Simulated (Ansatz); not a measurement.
## A correction line for HF/def2-TZVPP: vertical ionisation energy

The vertical ionisation energy (cation less neutral) in eV of 6 Ge-containing molecules: x at HF/def2-TZVPP, y at CCSD(T)/def2-TZVPP. Shapes, held fixed at every level: PBE0-D4/def2-TZVP. Flexible molecules stand in one conformer, not always the lowest. Programs: Ansatz 0.2.0.

```
                                           molecule  x (eV)  y (eV)
 Ge4SiH10 (SMILES [SiH2]1[GeH2][GeH2][GeH2][GeH2]1)    8.63    9.30
Ge2Si3H10 (SMILES [SiH2]1[SiH2][GeH2][GeH2][SiH2]1)    8.64    9.38
         Ge3SiH10 (SMILES [SiH3][GeH2][GeH2][GeH3])    8.82       ?
  Ge2Si3H12 (SMILES [SiH3][GeH2][SiH2][GeH2][SiH3])    8.84    9.53
   Ge4SiH12 (SMILES [GeH3][GeH2][SiH2][GeH2][GeH3])    8.87    9.53
   GeSi4H12 (SMILES [SiH3][SiH2][SiH2][SiH2][GeH3])    8.98    9.66
```

Question: Fit y = c + s·x to the known rows and predict y for Ge3SiH10.

Answer: 
1. Means of the 5 rows: x = 8.7920, y = 9.480.
2. Σ(Δx)² = 0.09308, Σ(Δx·Δy) = 0.0845, so the slope is 0.0845/0.09308 = 0.90782.
3. Intercept: 9.480 − (0.90782) × 8.7920 = 1.498. The largest residual of the fit is 0.038.
4. Ge3SiH10: 1.498 + 0.90782 × 8.82 = 9.50 eV.

CCSD(T)/def2-TZVPP gives 9.54 eV, so the prediction is off by -0.04 eV, about the largest residual. Uncorrected, HF/def2-TZVPP misses it by -0.72 eV, and the other rows by 0.69 on average. The line removes about 90 % of this miss. Left out in turn, the other rows are missed by 0.04 eV on average, so much of the error is systematic among these molecules. Cations run unrestricted. Relativity is left out for Ge. Outer-core shells of Ge are correlated, in sets that cover them unevenly.

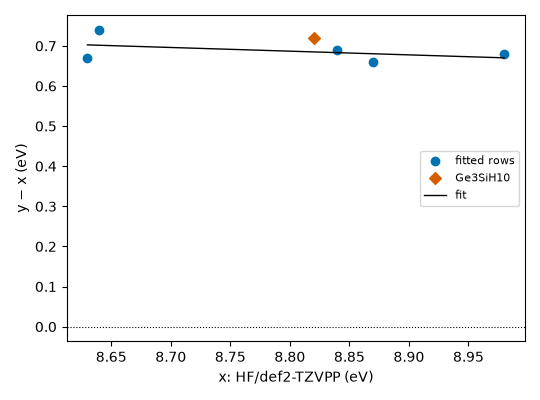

The correction y − x against x, with the fitted line and the withheld molecule.
